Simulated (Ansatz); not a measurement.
```yaml
atoms:
  - { symbol: W, position_ang: [0.0103, 0.0347, -0.1291] }
  - { symbol: Cl, position_ang: [0.8265, 0.1548, 3.3588] }
  - { symbol: F, position_ang: [1.8228, 0.1602, 0.0551] }
  - { symbol: F, position_ang: [-0.0861, 1.9047, -0.3429] }
  - { symbol: F, position_ang: [-1.6362, 0.0320, 0.6523] }
  - { symbol: F, position_ang: [0.1280, -1.8274, 0.1509] }
  - { symbol: H, position_ang: [-0.2697, -0.1943, -1.7534] }
  - { symbol: O, position_ang: [-0.6125, -0.0670, 4.0868] }
  - { symbol: H, position_ang: [-0.6976, -0.9988, 4.2386] }
```

Core potentials replace the inner electrons of W; not at a stationary point (largest force 1.2 eV/Å).

All numbers below come from UHF/def2-SVP (Ansatz 0.2.0).

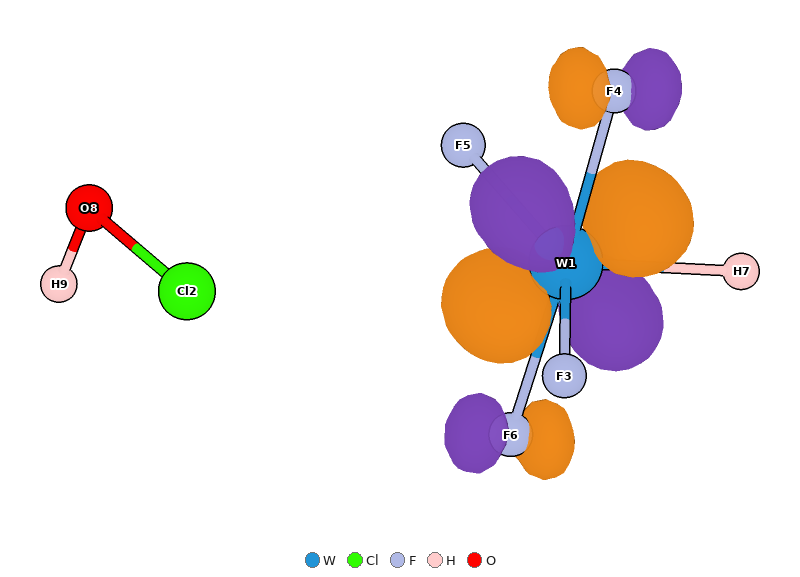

F$_{4}$HW···ClHO (doublet). The HOMO (α) at ±0.3 Å⁻³ᐟ² (orange and purple are the two phases), seen from one side.

Question: Describe this orbital and give its energy.

Answer: Its weight (Hirshfeld) is mainly on W1 (about 70 %), F4 (about 15 %) and F6 (about 10 %). Its energy is −12.18 eV.
